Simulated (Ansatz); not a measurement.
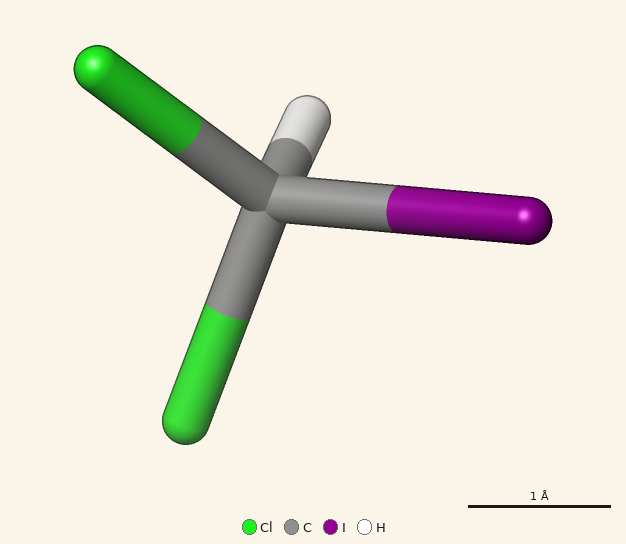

Computed geometry: PBE0-D4/def2-TZVP optimisation.

> What is the molecular formula?

CHCl2I, 5 atoms: 1 carbon, 1 hydrogen, 2 chlorine and 1 iodine.

> How many atoms are distinct by symmetry?

4: 2 Cl, 1 C, 1 I, 1 H.

> Count the bonded pairs by element.

2 C–Cl, 1 C–I, 1 C–H.

The parts below concern this one geometry. Atoms keep their numbers from picture to picture.

**Geometry**

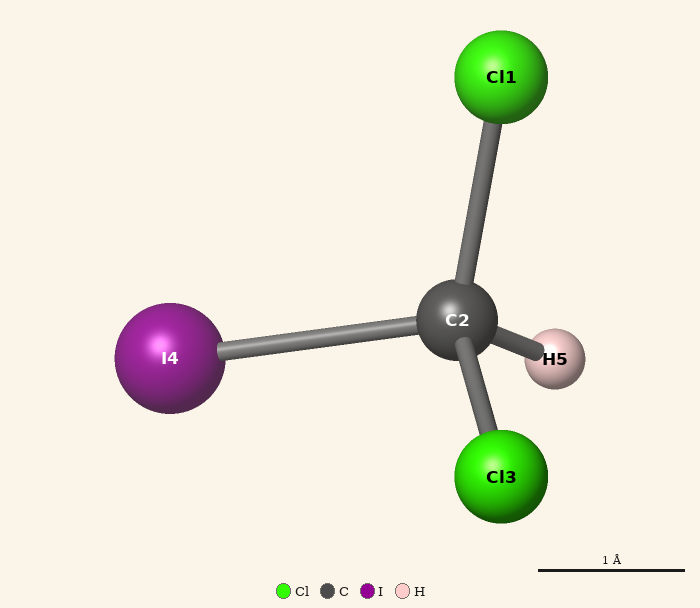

The atoms are numbered.

Estimate the angles Cl1–C2–Cl3, Cl1–C2–I4, Cl1–C2–H5, I4–C2–H5.

```tsv
angle	degrees
Cl1–C2–Cl3	111.6
Cl1–C2–I4	111.6
Cl1–C2–H5	108.1
I4–C2–H5	105.5
```

**Vibrations**

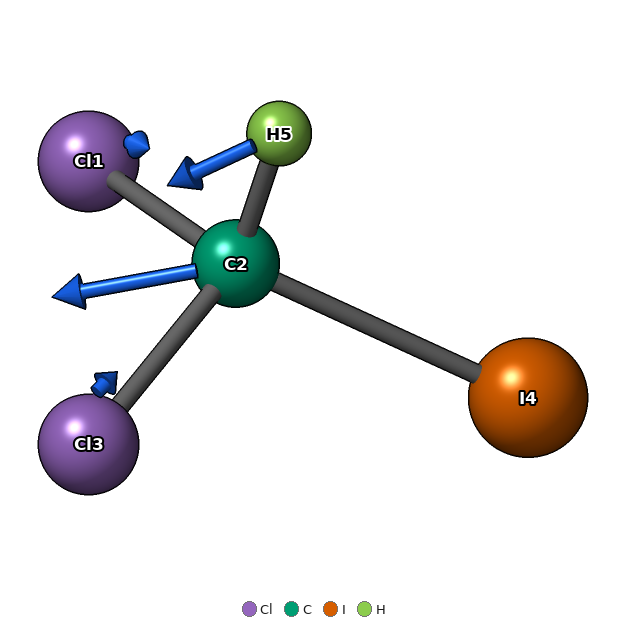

The arrows show one normal mode. Harmonic vibrations computed with RKS PBE0-D4/def2-TZVP, core potentials on I (Ansatz 0.2.0) at a stationary point of the same level.

> Estimate its harmonic wavenumber.

731 cm⁻¹; it is mode 5 of 9 counted from the lowest.

**Charges**

The questions are on Mulliken charges. Level of theory: RKS B3LYP-D4/def2-TZVPP, core potentials on I (Ansatz 0.2.0).

> Which atom carries the highest charge (most positive or least negative)?

H5 (0.19 e).

> And the lowest?

C2 (−0.09 e).

List the Mulliken charges.

```json
{"atom": "Cl1", "value (e)": "−0.06"}
{"atom": "C2", "value (e)": "−0.09"}
{"atom": "Cl3", "value (e)": "−0.06"}
{"atom": "I4", "value (e)": "0.01"}
{"atom": "H5", "value (e)": "0.19"}
```

**Levels of theory compared**

Program: Ansatz 0.2.0.

Compare HOMO–LUMO gap (eV), HOMO energy (eV), dipole (D) at these levels: B3LYP-D4/def2-TZVPP; PBE-D4/def2-TZVPP; r2SCAN-D4/def2-TZVPP; ωB97M-V/def2-TZVPP.

```
               level  HOMO–LUMO gap (eV)  HOMO energy (eV)  dipole (D)
 B3LYP-D4/def2-TZVPP                5.32             −7.52        0.94
   PBE-D4/def2-TZVPP                3.73             −6.58        0.88
r2SCAN-D4/def2-TZVPP                4.13             −6.89        0.94
  ωB97M-V/def2-TZVPP               10.01             −9.95        0.95
```

Mulliken values depend strongly on the basis set and can even reverse the polarity of a bond.
